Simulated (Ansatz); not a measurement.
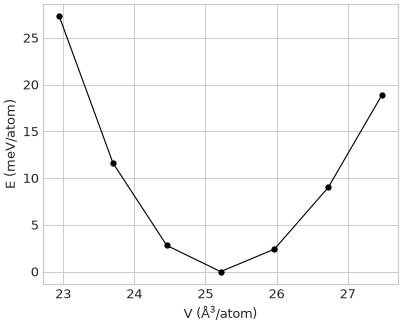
*TlHg₃ (Cu3Au type, Pm-3m) under volume change, the program Ansatz at the PBEsol level (PAW), scaled uniformly.*

Q: What does a third-order Birch–Murnaghan fit give for V₀, B₀ and B′?

A: V₀ = 25.22 Å³/atom, B₀ = 35.1 GPa, B′ = 5.0.

The workflow started from an entry of the Crystallography Open Database (COD). Its standing as an ambient phase is unchecked. The cell was relaxed with PBEsol under the symmetry of its start; whether a distortion lowers the energy is not shown. Scalar-relativistic: spin–orbit coupling is off unless named, which matters more the heavier the elements.

Potentials: the later of the program's two PAW sets.
